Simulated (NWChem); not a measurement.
# BBrCl2 (bromodichloroborane) at HF/6-31G(d) (spherical functions)

What is the vertical ionisation energy of BBrCl2 (bromodichloroborane) at HF/6-31G* (spherical functions)? 

The results are computed with NWChem 7.3.0.

8 further runs of the same task are left out: 8 set aside as unsound or not needed.

## 1. The structure to begin with

BBrCl2: 4 atoms, total charge 0, spin state singlet. SMILES: `ClB(Cl)Br`. The coordinates come from a PBE0-D4/def2-TZVP relaxation.

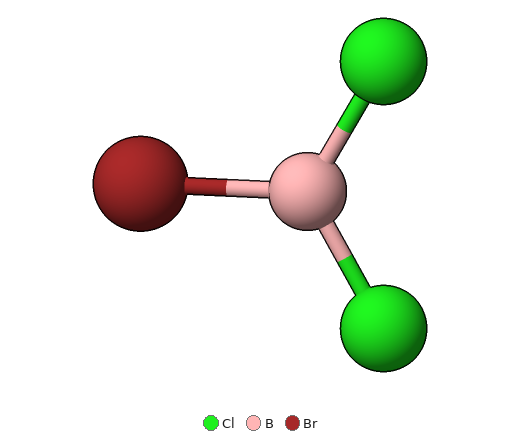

The structure, seen from a chosen angle (chlorine green, boron pink, bromine red).

## 2. A single-point energy at HF/6-31G(d) (spherical functions)

bbrcl2.nw

```
start bbrcl2
memory stack 880 mb heap 220 mb global 1100 mb
geometry units bohr noautosym nocenter noautoz
  Cl   1.10000958   1.25855760   2.85499823
  B    0.07029781  -0.07199857   0.04176295
  Cl   0.83960532  -3.17322811  -0.69088387
  Br  -1.90503291   1.87290756  -2.24423875
end
basis spherical bse
  * library 6-31G*
end
scf
  thresh 0.01
  maxiter 80
  noprint "final vectors analysis"
end
task scf energy
```

Started as:

```sh
$ nwchem bbrcl2.nw > bbrcl2.out
```

The log of the run:

```text
[...]
  functions       =    82
[...]
  wavefunction    = RHF
[...]
         Total SCF energy =  -3515.863160903146
      One-electron energy =  -5585.698373300447
      Two-electron energy =   1718.425983433243
 Nuclear repulsion energy =    351.409228964059
        Time for solution =      7.0s
[...]
```

Wall time 8.4 s (1 thread of AMD EPYC 9R45 (Zen 5), shared host); peak memory 0.099 GiB.

## 3. The doublet cation

nw.xyz

```xyz
4
BBrCl2
Cl     0.582100     0.666000     1.510800
B      0.037200    -0.038100     0.022100
Cl     0.444300    -1.679200    -0.365600
Br    -1.008100     0.991100    -1.187600
```

nw.nw

```
start nw
title "BBrCl2"
memory total 2200 mb
charge 1
geometry units angstroms noautosym nocenter noautoz
load format xyz nw.xyz
end
basis spherical bse
* library 6-31G*
end
scf
doublet
uhf
thresh 0.01
maxiter 80
print low
end
task scf energy
```

Started as:

```sh
$ nwchem nw.nw > nw.out
```

The log of the run, shortened:

```text
[...]
  functions       =    82
[...]
  wavefunction    = UHF
[...]
         Total SCF energy =  -3515.476664300955
      One electron energy =  -5566.108774316484
      Two electron energy =   1699.222855442448
 Nuclear repulsion energy =    351.409254573081
                       Sz =      0.5000
                 Sz(Sz+1) =      0.7500
                      S^2 =      0.7582
[...]
```

It took 17 s on 1 thread of AMD EPYC 9R45 (Zen 5), shared host; peak memory 0.099 GiB.

## 4. Summary of results

Level: HF/6-31G* (spherical functions).

```
                                          quantity           value
                      singlet BBrCl2: total energy  -3515.86316 Eh
                     singlet BBrCl2: dipole moment          0.04 D
                      doublet cation: total energy  -3515.47666 Eh
                              doublet cation: ⟨S²⟩           0.758
vertical ionisation energy (to the doublet cation)       10.517 eV
```

**Reading.** The vertical ionisation energy comes to 10.52 eV (1015 kJ/mol).
